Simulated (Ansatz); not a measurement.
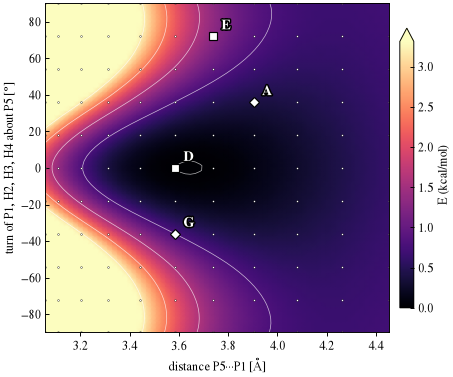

The pair H₃P···H₃P. The turn is about an axis along (−0.71, 0.68, −0.18) in the frame of the relaxed pair, normal to the line between the partners. First axis: distance P5···P1. Second axis: turn of P1, H2, H3, H4 about P5. The scan uses an 11 × 11 grid. Points are written as (first, second). All energies are given in kcal/mol relative to the lowest grid point. Theory: Ansatz, RHF-MP2, frozen core/def2-TZVPD.

The picture shows a smooth colour map with a few white contour lines, dots at the grid points, one colour for all values above the top of the scale, lettered points. Between grid points the surface is interpolated.

> Is D the lowest point of the computed grid?

Yes. D, at (3.585 Å, 0°), has the lowest energy of the grid.

> Rank the lettered points by energy, lowest first.

D (0.0 kcal/mol), A (0.41 kcal/mol), G (0.8 kcal/mol), E (1.3 kcal/mol).

> What kind of point is each of A, D, E, G: minimum, saddle, maximum or slope?

A: on a slope; D: minimum; E: on a slope; G: on a slope. (In these two coordinates alone; a stationary point may lie a little off the grid point.)
